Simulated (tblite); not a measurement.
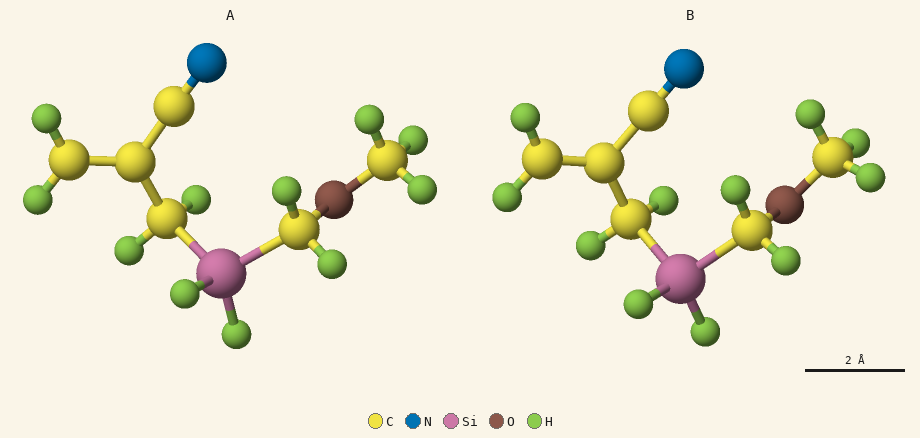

Two geometries of C$_{6}$H$_{11}$NOSi, drawn at one scale. One is the start of a relaxation, the other its converged end. Style: ball-and-stick. Shown face on.

All numbers below come from GFN2-xTB geometry optimisation, gas phase in tblite 0.8.0. 

> Which geometry has the lower energy?

Structure B is the relaxed one. The largest moves after the best rigid fit, 0.46 Å, are those of N and H atoms. By element the largest moves are H 0.46 Å, N 0.46 Å, C 0.34 Å, O 0.25 Å, Si 0.13 Å. Some distances before and after: C–Si 1.894 → 1.920 Å, C–Si 1.879 → 1.904 Å, C–C 1.358 → 1.334 Å, H–Si 1.493 → 1.469 Å. Among the angles between lasting bonds that change: Si–C–O 114.8° → 103.6°, H–Si–H 107.2° → 111.7°, Si–C–H 109.2° → 113.3°. After 146 geometry steps the energy has fallen by 4.67 kcal/mol.
